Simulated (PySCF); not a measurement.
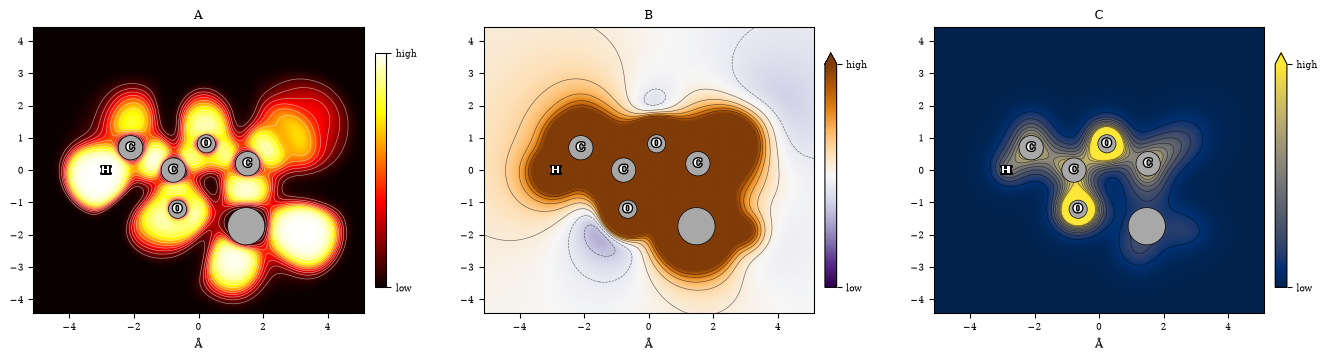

C5H7NO3Si: 3 fields on the plane of atoms C1, C2 and O3, with unlabelled colour scales. Grey discs cover the atomic cores.

Geometry: GFN2-xTB.

Theory: PySCF 2.14.0, PBE0/pcSseg-1, SCF density, gas phase, non-relativistic.

Which field does each panel show? The fields are: electron density, electron localisation function and electrostatic potential.

Panel A: electron localisation function. Panel B: electrostatic potential (strongly positive close to the atoms, with negative regions outside electron-rich atoms). Panel C: electron density. From the grid: C–O (1.22 Å): ρ at the midpoint is about 3.2 e/Å³; the ELF peaks at about 0.85 between the atoms; a multiple bond.
